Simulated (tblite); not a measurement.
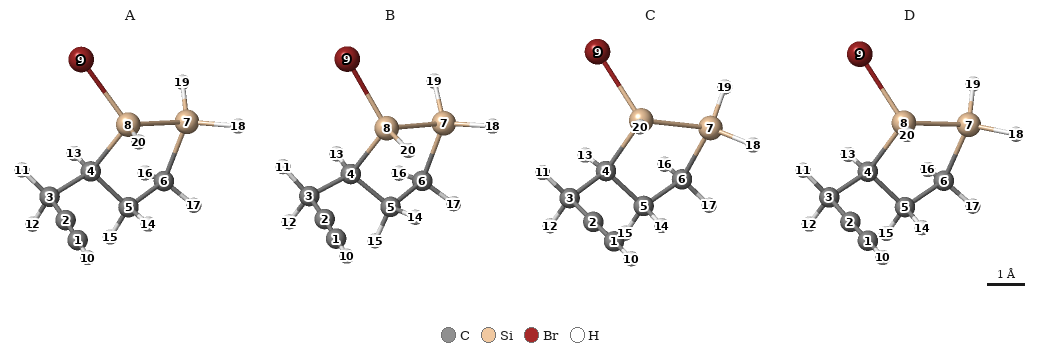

4 geometries from one relaxation of C6H11BrSi2, in shuffled order. The picture is a ball-and-stick view, seen from a free direction.

All numbers below come from tblite, GFN2-xTB geometry optimisation, gas phase. 

Order the frames from highest to lowest energy.

Answer. B, A, D, C. They are steps 0, 25, 55, 107, at +13.0 kcal/mol, +1.62 kcal/mol, +0.55 kcal/mol relative to the last. H20 moves most after the best rigid fit: 1.03 Å. By element the largest moves are H 1.03 Å, Br 0.78 Å, C 0.51 Å, Si 0.32 Å. Among the contacts that change: C4–C5 1.479 → 1.531 Å, C3–C4 1.491 → 1.534 Å, Si8–Br9 2.214 → 2.252 Å, Si7–Si8 2.277 → 2.313 Å. Among the angles between lasting bonds that change: Si7–Si8–H20 109.4° → 124.6°, Br9–Si8–H20 115.4° → 101.3°, Si8–Si7–H19 110.3° → 118.5°. Groups turn about C4–Si8 by about 25°, Si7–Si8 by about 20°, C4–C5 by about 20°. The energy falls by 13.0 kcal/mol in 107 geometry steps.
